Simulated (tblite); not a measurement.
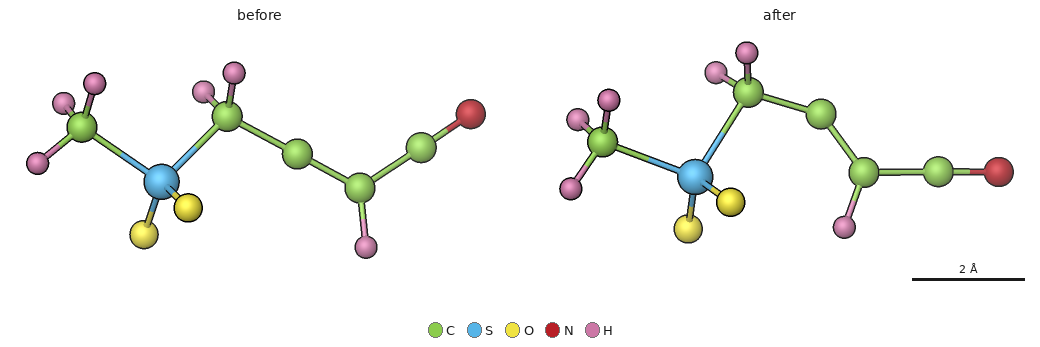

The structure of C5H6NO2S (multiplicity 2) before (left) and after (right) a relaxation, at one scale.

The picture is a ball-and-stick view, seen at a tilt.

Level of theory: tblite 0.8.0, GFN2-xTB geometry optimisation, gas phase. 

Q: Summarise the run.

A: The energy falls by 0.420 eV in 79 geometry steps. The largest move after the best rigid fit is that of the N atom, 1.07 Å. Largest moves by element: N 1.07 Å, H 0.85 Å, C 0.74 Å, O 0.47 Å, S 0.28 Å. Among the contacts that change: C–S 1.787 → 1.908 Å, C–S 1.758 → 1.831 Å, C–C 1.460 → 1.409 Å, C–H 1.106 → 1.082 Å. Among the angles between lasting bonds that change: C–C–C 179.5° → 141.2°, C–C–H 119.2° → 114.1°, C–C–C 119.9° → 124.2°.
